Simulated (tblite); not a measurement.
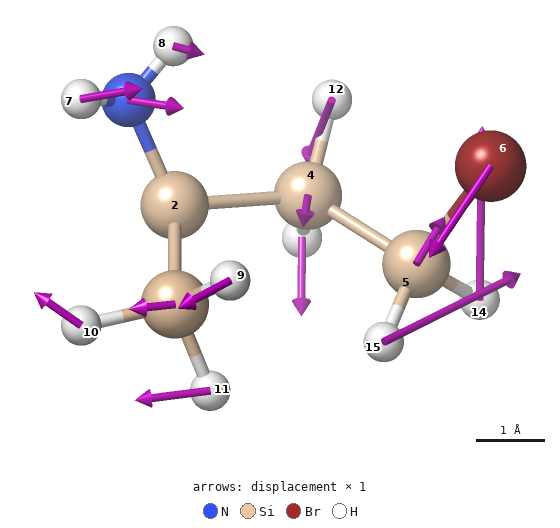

A relaxation of Si4NH9Br (multiplicity 2). The starting structure is drawn; purple arrows show the displacements, at their true length. The two geometries are superimposed by the best rigid fit.

The picture is a ball-and-stick view, seen at a tilt.

Level of theory: GFN2-xTB geometry optimisation, gas phase (tblite). 

Which element moves most?

Answer. Hydrogen: up to 2.74 Å, against 1.71 Å for bromine.

Describe the change and its energy.

Answer. The atom that moves furthest after the best rigid fit is an H atom (2.74 Å). Largest moves by element: H 2.74 Å, Br 1.71 Å, N 0.96 Å, Si 0.92 Å. Among the contacts that change: Si–Si 2.211 → 2.320 Å, Si–Si 2.239 → 2.324 Å, H–Si 1.445 → 1.477 Å, H–N 1.038 → 1.006 Å. Bond angles that change, for instance: Si–Si–Si 111.6° → 125.0°, Si–Si–H 104.9° → 117.0°, Br–Si–H 112.1° → 100.3°. Groups turn about Si–Si by about 60°. After 195 geometry steps the energy has fallen by 0.780 eV. Cost: 2.2 s on 1 thread of Arm Neoverse V1 (shared host).
